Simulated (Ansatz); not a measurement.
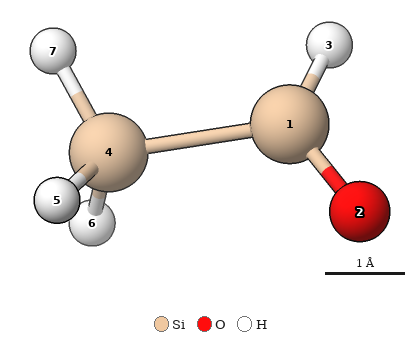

Fig. 1: The input geometry (ball-and-stick view, seen at a tilt; atoms are numbered from 1 in the order of the input).

## Si$_{2}$H$_{4}$O: geometry relaxation

- system: Si$_{2}$H$_{4}$O
- method: RKS PBE0-D4/def2-TZVP (Ansatz 0.2.0)

Figures and captions count atoms from 1; the log counts them from 0 in places.

The program's output:
```
Functional definition: PBE0
  name "PBE0"
  cite "Adamo & Barone, J. Chem. Phys. 110, 6158 (1999) doi:10.1063/1.478522"
  cite "Perdew, Burke & Ernzerhof, Phys. Rev. Lett. 77, 3865 (1996) doi:10.1103/PhysRevLett.77.3865"
  parent pbe
  parameter a = 0.25
  parameter kappa = 0.804
  parameter beta = 0.06672455060314922
  exchange = (1 - a)*pbe_x(kappa = kappa, mu = beta*pi^2/3) + a*exact_x
  correlation = pbe_c(beta = beta)
863 factors; their error is unknown
mean field evaluation 1: about -17851.4238 eV, gradient 6.4e1 eV
mean field evaluation 2: about -17764.6109 eV, gradient 1.8e2 eV
mean field evaluation 4: about -17859.0166 eV, gradient 6.3e0 eV
mean field evaluation 8: about -17859.1196 eV, gradient 2.5e-1 eV
mean field evaluation 16: about -17859.1912 eV, gradient 4.0e-5 eV
mean field -17859.19120498 eV, -656.3131713883 hartree, gradient 4.0e-5 eV, S^2 0.000000; 0 other end points of the search recorded, 0 dependent functions left out
the calculation of the forces begins
reference -17859.19123694 eV, -656.3131725629 hartree; 20, 20 occupied and 109, 109 virtual orbitals, 863 factors
relax step   1: F+E_penalty+E_count = -17859.30559048 eV  Δ(F+E_penalty+E_count) = +0.000e0 eV  max|allowed force component| = 1.025e0 eV/Å  Δτ_max = 0.0000 Å  (26 SCF iters, accepted)
these checks for a lower state are left out or cut short: starts, cluster_reference, orbital_swaps, neighbouring_geometries, increment
863 factors; their error is unknown
mean field -17859.35391337 eV, -656.3191508115 hartree, gradient 1.2e-5 eV, S^2 0.000000; 0 other end points of the search recorded, 0 dependent functions left out
[... from here on the field's lines of each further geometry are left out, up to the last ...]
relax step   2: F+E_penalty+E_count = -17859.46776181 eV  Δ(F+E_penalty+E_count) = -1.622e-1 eV  max|allowed force component| = 1.638e0 eV/Å  Δτ_max = 0.1949 Å  (33 SCF iters, accepted)
relax step   3: F+E_penalty+E_count = -17859.48757854 eV  Δ(F+E_penalty+E_count) = -1.982e-2 eV  max|allowed force component| = 1.266e0 eV/Å  Δτ_max = 0.0229 Å  (28 SCF iters, accepted)
relax step   4: F+E_penalty+E_count = -17859.50361089 eV  Δ(F+E_penalty+E_count) = -1.603e-2 eV  max|allowed force component| = 6.661e-1 eV/Å  Δτ_max = 0.0354 Å  (29 SCF iters, accepted)
relax step   5: F+E_penalty+E_count = -17859.51075337 eV  Δ(F+E_penalty+E_count) = -7.142e-3 eV  max|allowed force component| = 1.869e-1 eV/Å  Δτ_max = 0.0682 Å  (29 SCF iters, accepted)
relax step   6: F+E_penalty+E_count = -17859.50963936 eV  Δ(F+E_penalty+E_count) = +1.114e-3 eV  max|allowed force component| = 2.070e-1 eV/Å  Δτ_max = 0.1399 Å  (29 SCF iters, rejected (line search))
relax step   7: F+E_penalty+E_count = -17859.51548614 eV  Δ(F+E_penalty+E_count) = -4.733e-3 eV  max|allowed force component| = 4.004e-2 eV/Å  Δτ_max = 0.0566 Å  (29 SCF iters, accepted)
relax step   8: F+E_penalty+E_count = -17859.51632190 eV  Δ(F+E_penalty+E_count) = -8.358e-4 eV  max|allowed force component| = 1.075e-2 eV/Å  Δτ_max = 0.0456 Å  (29 SCF iters, accepted)
relax step   9: F+E_penalty+E_count = -17859.51559733 eV  Δ(F+E_penalty+E_count) = +7.246e-4 eV  max|allowed force component| = 2.060e-1 eV/Å  Δτ_max = 0.1283 Å  (29 SCF iters, rejected (line search))
relax step  10: F+E_penalty+E_count = -17859.51385748 eV  Δ(F+E_penalty+E_count) = +2.464e-3 eV  max|allowed force component| = 1.334e-1 eV/Å  Δτ_max = 0.0480 Å  (29 SCF iters, rejected (line search))
relax step  11: F+E_penalty+E_count = -17859.51663033 eV  Δ(F+E_penalty+E_count) = -3.084e-4 eV  max|allowed force component| = 5.626e-3 eV/Å  Δτ_max = 0.0240 Å  (28 SCF iters, accepted)
relax step  12: F+E_penalty+E_count = -17859.51715565 eV  Δ(F+E_penalty+E_count) = -5.253e-4 eV  max|allowed force component| = 1.080e-1 eV/Å  Δτ_max = 0.0750 Å  (29 SCF iters, accepted)
relax step  13: F+E_penalty+E_count = -17859.51741487 eV  Δ(F+E_penalty+E_count) = -2.592e-4 eV  max|allowed force component| = 5.263e-2 eV/Å  Δτ_max = 0.0218 Å  (28 SCF iters, accepted)
relax step  14: F+E_penalty+E_count = -17859.51782861 eV  Δ(F+E_penalty+E_count) = -4.137e-4 eV  max|allowed force component| = 2.592e-2 eV/Å  Δτ_max = 0.0509 Å  (29 SCF iters, accepted)
relax step  15: F+E_penalty+E_count = -17859.51782815 eV  Δ(F+E_penalty+E_count) = +4.597e-7 eV  max|allowed force component| = 1.040e-1 eV/Å  Δτ_max = 0.0870 Å  (29 SCF iters, rejected (line search))
relax step  16: F+E_penalty+E_count = -17859.51810519 eV  Δ(F+E_penalty+E_count) = -2.766e-4 eV  max|allowed force component| = 1.640e-2 eV/Å  Δτ_max = 0.0426 Å  (29 SCF iters, accepted)
relax step  17: F+E_penalty+E_count = -17859.51805332 eV  Δ(F+E_penalty+E_count) = +5.187e-5 eV  max|allowed force component| = 8.003e-2 eV/Å  Δτ_max = 0.0814 Å  (29 SCF iters, rejected (line search))
relax step  18: F+E_penalty+E_count = -17859.51824719 eV  Δ(F+E_penalty+E_count) = -1.420e-4 eV  max|allowed force component| = 2.915e-2 eV/Å  Δτ_max = 0.0396 Å  (29 SCF iters, accepted)
relax step  19: F+E_penalty+E_count = -17859.51817043 eV  Δ(F+E_penalty+E_count) = +7.676e-5 eV  max|allowed force component| = 8.827e-2 eV/Å  Δτ_max = 0.0479 Å  (29 SCF iters, rejected (line search))
relax step  20: F+E_penalty+E_count = -17859.51829695 eV  Δ(F+E_penalty+E_count) = -4.976e-5 eV  max|allowed force component| = 9.409e-3 eV/Å  Δτ_max = 0.0173 Å  (28 SCF iters, accepted)
relax step  21: F+E_penalty+E_count = -17859.51831157 eV  Δ(F+E_penalty+E_count) = -1.462e-5 eV  max|allowed force component| = 1.753e-2 eV/Å  Δτ_max = 0.0170 Å  (28 SCF iters, accepted)
relax step  22: F+E_penalty+E_count = -17859.51831910 eV  Δ(F+E_penalty+E_count) = -7.528e-6 eV  max|allowed force component| = 1.159e-2 eV/Å  Δτ_max = 0.0029 Å  (23 SCF iters, accepted)
the calculation of the forces begins
reference -17859.40392945 eV, -656.3209888686 hartree; 20, 20 occupied and 109, 109 virtual orbitals, 863 factors
relax step  23: F+E_penalty+E_count = -17859.51832636 eV  Δ(F+E_penalty+E_count) = -7.262e-6 eV  max|allowed force component| = 1.489e-3 eV/Å  Δτ_max = 0.0060 Å  (28 SCF iters, accepted)
```

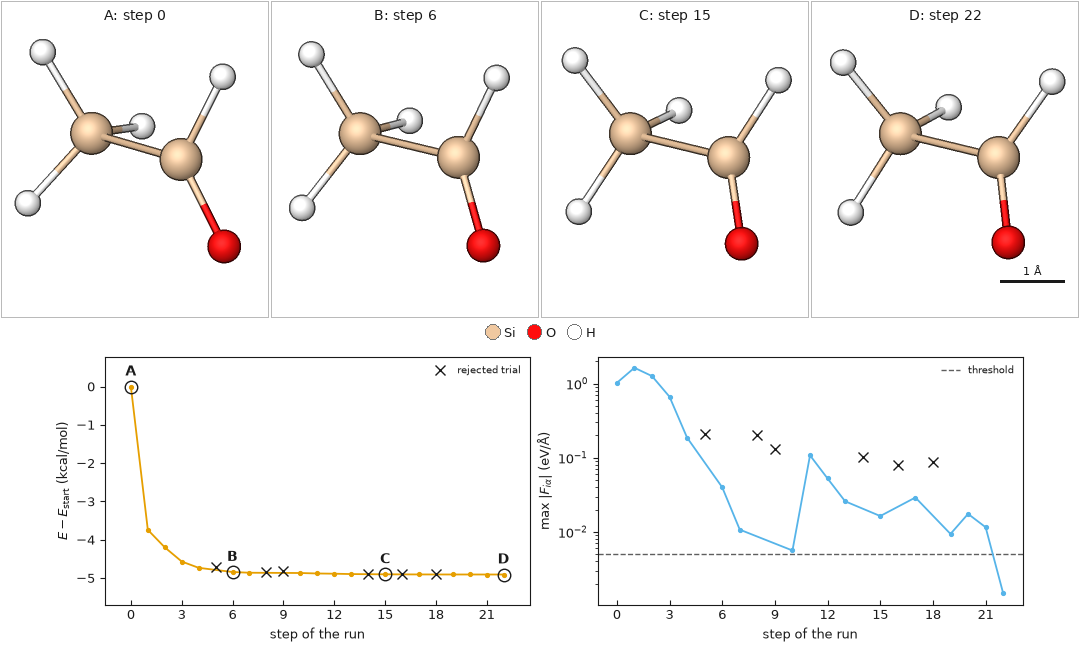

Fig. 2: Frames of the relaxation (ball-and-stick view, seen at a tilt) above the curves, on which the letters mark them (the first geometry is step 0 here and step 1 in the log).

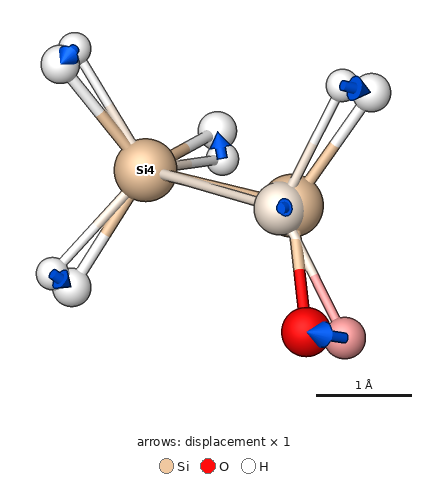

Fig. 3: Start (faint) and end (solid) with the displacements as blue arrows, at true length (ball-and-stick view, seen at a tilt). The two geometries are laid on each other by the best rigid fit. The atom that moves furthest after the best rigid fit is O2 (0.55 Å). By element the largest moves are O 0.55 Å, H 0.38 Å, Si 0.20 Å. Distances before and after: Si1–O2 1.536 → 1.521 Å, Si4–H5 1.491 → 1.481 Å, Si1–Si4 2.359 → 2.349 Å, Si4–H7 1.496 → 1.487 Å. Among the angles that change: H3–Si1–Si4 108.4° → 114.4°, H5–Si4–H7 107.1° → 110.8°, Si1–Si4–H6 111.2° → 108.2°. After 22 geometry steps the energy has fallen by 4.91 kcal/mol. The largest force component goes from 1 to 0.0015 eV/Å. The line search rejected the trial steps at points 5, 8, 9, 14, 16, 18 (counted from 0) and went back. (Atoms are counted from 1 in the order of the input.)

```
863 factors; their error is unknown
mean field -17859.40389717 eV, -656.3209876822 hartree, gradient 2.5e-5 eV, S^2 0.000000; 1 other end points of the search recorded, 0 dependent functions left out
the calculation of the forces begins
reference -17859.40392945 eV, -656.3209888686 hartree; 20, 20 occupied and 109, 109 virtual orbitals, 863 factors
Total energy: -17859.51835864 eV, -656.3251940638 hartree
Atom 0 at    -0.905000     0.191158    -0.687274 Å, force    -0.001489     0.001058     0.001172 eV/Å
Atom 1 at    -0.232153     0.847876    -1.883394 Å, force     0.000219     0.000441    -0.000781 eV/Å
Atom 2 at    -2.125739     0.772905    -0.047064 Å, force     0.001432    -0.000997    -0.000804 eV/Å
Atom 3 at    -0.139800    -1.793950     0.309460 Å, force    -0.000014    -0.000491     0.000601 eV/Å
Atom 4 at     1.069501    -2.279203    -0.394912 Å, force    -0.000333     0.000157     0.000098 eV/Å
Atom 5 at    -1.232422    -2.800716     0.239534 Å, force     0.000243     0.000050     0.000127 eV/Å
Atom 6 at     0.158021    -1.512091     1.739206 Å, force    -0.000058    -0.000218    -0.000414 eV/Å
Dipole moment:    -0.252383    -0.451785     0.625967 e Å
```

Trajectory as extended XYZ (Å, eV, eV/Å), 14 of the 23 frames kept, from step=1 to step=23:
```
7
Properties=species:S:1:pos:R:3:forces:R:3 step=1 energy=-17859.30559
Si   -0.7583    0.3199   -0.6505   -1.0248  -0.8615  -0.7710
O    -0.6263    0.5669   -2.1605    0.2754   0.2263   0.7878
H    -1.8605    0.9215    0.1768    0.3274   0.4184  -0.0375
Si   -0.1491   -1.7475    0.3084    0.7864  -0.1009   0.3146
H     1.2001   -2.1733   -0.1628   -0.1226   0.0441  -0.0384
H    -1.1306   -2.8098   -0.0357   -0.1424   0.1832  -0.1230
H    -0.0829   -1.6517    1.7998   -0.0995   0.0904  -0.1325
7
Properties=species:S:1:pos:R:3:forces:R:3 step=3 energy=-17859.48758
Si   -0.8828    0.2043   -0.6785    0.0418   0.4305  -1.1272
O    -0.5619    0.6244   -2.1317   -0.2031  -0.3618   1.2661
H    -1.8547    0.9835    0.1711    0.1664  -0.0735  -0.1032
Si   -0.1130   -1.7763    0.3249    0.0126  -0.0644   0.0457
H     1.2176   -2.1847   -0.1862   -0.0263   0.0433  -0.0399
H    -1.1395   -2.7947   -0.0308    0.0299  -0.0132   0.0204
H    -0.0733   -1.6305    1.8067   -0.0213   0.0391  -0.0619
7
Properties=species:S:1:pos:R:3:forces:R:3 step=4 energy=-17859.50361
Si   -0.8802    0.2136   -0.6751    0.0007   0.0359  -0.6536
O    -0.5331    0.6248   -2.1112   -0.0946  -0.1273   0.6661
H    -1.8585    0.9717    0.1649    0.0491   0.0741  -0.0121
Si   -0.1300   -1.7787    0.3183    0.1170  -0.0388   0.0569
H     1.2019   -2.1704   -0.2068   -0.0445   0.0309  -0.0190
H    -1.1388   -2.8213   -0.0114   -0.0043   0.0113   0.0030
H    -0.0690   -1.6137    1.7969   -0.0234   0.0140  -0.0413
7
Properties=species:S:1:pos:R:3:forces:R:3 step=6 energy=-17859.50964 accepted=F
Si   -0.8990    0.1726   -0.6822   -0.0297   0.1413   0.0521
O    -0.4109    0.6994   -2.0193    0.0688   0.0661  -0.2070
H    -1.9452    0.8807    0.1086   -0.0908   0.0412   0.0454
Si   -0.1254   -1.7823    0.3092   -0.0211  -0.1131   0.0717
H     1.1627   -2.2023   -0.2821    0.0345  -0.0319  -0.0221
H    -1.1880   -2.7931    0.0712    0.0161  -0.0863   0.0165
H    -0.0019   -1.5490    1.7702    0.0222  -0.0173   0.0434
7
Properties=species:S:1:pos:R:3:forces:R:3 step=8 energy=-17859.51632
Si   -0.9042    0.1933   -0.6848   -0.0107   0.0057   0.0085
O    -0.4182    0.6936   -2.0370    0.0045  -0.0028   0.0048
H    -1.9357    0.9312    0.1094    0.0020  -0.0022  -0.0094
Si   -0.1389   -1.7914    0.3144    0.0023   0.0016  -0.0006
H     1.1597   -2.1838   -0.2809   -0.0005  -0.0019  -0.0015
H    -1.1622   -2.8436    0.0749   -0.0021  -0.0008  -0.0001
H    -0.0081   -1.5733    1.7795    0.0045   0.0004  -0.0016
7
Properties=species:S:1:pos:R:3:forces:R:3 step=9 energy=-17859.51560 accepted=F
Si   -0.9038    0.1882   -0.6829   -0.0167   0.1822  -0.1421
O    -0.3234    0.7447   -1.9795   -0.1137  -0.0614   0.2060
H    -2.0289    0.8609    0.0561    0.1045  -0.0437  -0.0963
Si   -0.1393   -1.7877    0.3129    0.0167  -0.0758   0.0455
H     1.1224   -2.2155   -0.3369   -0.0153  -0.0059   0.0122
H    -1.2000   -2.8189    0.1375    0.0338   0.0180   0.0175
H     0.0654   -1.5458    1.7683   -0.0094  -0.0133  -0.0429
7
Properties=species:S:1:pos:R:3:forces:R:3 step=11 energy=-17859.51663
Si   -0.9050    0.1933   -0.6838   -0.0051   0.0035   0.0037
O    -0.4007    0.7033   -2.0256    0.0029   0.0003   0.0026
H    -1.9536    0.9208    0.0972    0.0004  -0.0028  -0.0056
Si   -0.1390   -1.7913    0.3146    0.0004   0.0009   0.0004
H     1.1527   -2.1897   -0.2917   -0.0005  -0.0016  -0.0015
H    -1.1683   -2.8405    0.0871   -0.0010   0.0001   0.0018
H     0.0064   -1.5698    1.7778    0.0028  -0.0003  -0.0014
7
Properties=species:S:1:pos:R:3:forces:R:3 step=13 energy=-17859.51741
Si   -0.9056    0.1926   -0.6834   -0.0060   0.0381  -0.0310
O    -0.3330    0.7489   -1.9798   -0.0279  -0.0118   0.0526
H    -2.0222    0.8712    0.0505    0.0321  -0.0178  -0.0273
Si   -0.1395   -1.7912    0.3135    0.0030  -0.0169   0.0107
H     1.1243   -2.2171   -0.3327   -0.0103   0.0001   0.0056
H    -1.1936   -2.8273    0.1393    0.0117   0.0114   0.0058
H     0.0620   -1.5511    1.7682   -0.0025  -0.0031  -0.0165
7
Properties=species:S:1:pos:R:3:forces:R:3 step=15 energy=-17859.51783 accepted=F
Si   -0.9006    0.1942   -0.6844   -0.0052   0.0349  -0.0833
O    -0.2568    0.8248   -1.9128   -0.0505  -0.0335   0.1040
H    -2.1055    0.7893   -0.0192    0.0521  -0.0062  -0.0272
Si   -0.1366   -1.7922    0.3106   -0.0022  -0.0078   0.0070
H     1.0855   -2.2694   -0.3794   -0.0170   0.0074   0.0137
H    -1.2276   -2.8005    0.2123    0.0208   0.0148   0.0037
H     0.1340   -1.5202    1.7486    0.0019  -0.0097  -0.0180
7
Properties=species:S:1:pos:R:3:forces:R:3 step=16 energy=-17859.51810
Si   -0.9057    0.1907   -0.6877    0.0008   0.0119   0.0164
O    -0.2778    0.8045   -1.9303   -0.0081  -0.0010   0.0023
H    -2.0776    0.8166    0.0024    0.0094  -0.0068  -0.0154
Si   -0.1392   -1.7930    0.3108   -0.0029  -0.0064  -0.0021
H     1.0966   -2.2519   -0.3655   -0.0068  -0.0007   0.0038
H    -1.2160   -2.8131    0.1930    0.0086   0.0039   0.0029
H     0.1120   -1.5279    1.7530   -0.0010  -0.0008  -0.0079
7
Properties=species:S:1:pos:R:3:forces:R:3 step=18 energy=-17859.51825
Si   -0.9038    0.1926   -0.6867   -0.0263  -0.0171   0.0292
O    -0.2578    0.8254   -1.9094    0.0154   0.0164  -0.0245
H    -2.1014    0.7952   -0.0210    0.0115  -0.0035  -0.0052
Si   -0.1387   -1.7931    0.3100   -0.0006  -0.0045   0.0026
H     1.0846   -2.2670   -0.3785   -0.0055   0.0036   0.0022
H    -1.2241   -2.8063    0.2143    0.0052   0.0063   0.0005
H     0.1336   -1.5208    1.7469    0.0002  -0.0010  -0.0047
7
Properties=species:S:1:pos:R:3:forces:R:3 step=20 energy=-17859.51830
Si   -0.9042    0.1918   -0.6871   -0.0079   0.0010   0.0018
O    -0.2474    0.8350   -1.8995   -0.0010  -0.0011   0.0045
H    -2.1112    0.7860   -0.0311    0.0094  -0.0035  -0.0051
Si   -0.1391   -1.7936    0.3099   -0.0009  -0.0022   0.0002
H     1.0787   -2.2720   -0.3851   -0.0050   0.0019   0.0027
H    -1.2278   -2.8041    0.2245    0.0056   0.0051   0.0007
H     0.1433   -1.5171    1.7440   -0.0002  -0.0013  -0.0048
7
Properties=species:S:1:pos:R:3:forces:R:3 step=21 energy=-17859.51831
Si   -0.9047    0.1914   -0.6875    0.0007   0.0111  -0.0105
O    -0.2373    0.8442   -1.8893   -0.0092  -0.0098   0.0175
H    -2.1209    0.7773   -0.0412    0.0091  -0.0042  -0.0054
Si   -0.1395   -1.7940    0.3095   -0.0007  -0.0028   0.0006
H     1.0729   -2.2772   -0.3914   -0.0045   0.0018   0.0024
H    -1.2310   -2.8022    0.2345    0.0052   0.0049   0.0003
H     0.1529   -1.5136    1.7409   -0.0006  -0.0010  -0.0049
7
Properties=species:S:1:pos:R:3:forces:R:3 step=23 energy=-17859.51833
Si   -0.9050    0.1912   -0.6873   -0.0015   0.0011   0.0012
O    -0.2322    0.8479   -1.8834    0.0002   0.0004  -0.0008
H    -2.1257    0.7729   -0.0471    0.0014  -0.0010  -0.0008
Si   -0.1398   -1.7939    0.3095    0.0000  -0.0005   0.0006
H     1.0695   -2.2792   -0.3949   -0.0003   0.0002   0.0001
H    -1.2324   -2.8007    0.2395    0.0002   0.0001   0.0001
H     0.1580   -1.5121    1.7392   -0.0001  -0.0002  -0.0004
```

The run was set up as follows.

Input file:
```yaml
crystal:
  periodic: [false, false, false]
  atoms:
    - {symbol: Si, position_ang: [-0.758297, 0.319879, -0.650514]}
    - {symbol: O, position_ang: [-0.626316, 0.566861, -2.160474]}
    - {symbol: H, position_ang: [-1.860503, 0.921485, 0.176841]}
    - {symbol: Si, position_ang: [-0.149135, -1.747545, 0.308446]}
    - {symbol: H, position_ang: [1.200085, -2.173285, -0.162834]}
    - {symbol: H, position_ang: [-1.130553, -2.809751, -0.035698]}
    - {symbol: H, position_ang: [-0.082873, -1.651666, 1.799788]}
basis:
  gaussian: {orbitals: def2-TZVP}
hamiltonian: {xc: pbe0, dispersion: d4}
relax: {f_tol: 0.005, max_steps: 200}
```

Launch command:
```bash
ansatz run in.yaml --threads 4 --pin off --events-out ev --progress --plain --max-ram 9574MiB
```

Summary:

- outcome: converged
- total energy: −17859.5184 eV
- mean-field energy: −17859.4039 eV
- dispersion energy: −0.1144 eV
- SCF solution under orbital rotations: stable
- largest force (length of the vector) at the end: 0.002 eV/Å
- dipole moment: 3.90 D
- hardware: 4 threads of Arm Neoverse V1, 23 GiB of memory available, shared host
- wall time: 24 s (CPU time 88 s)
- peak memory: 0.48 GiB
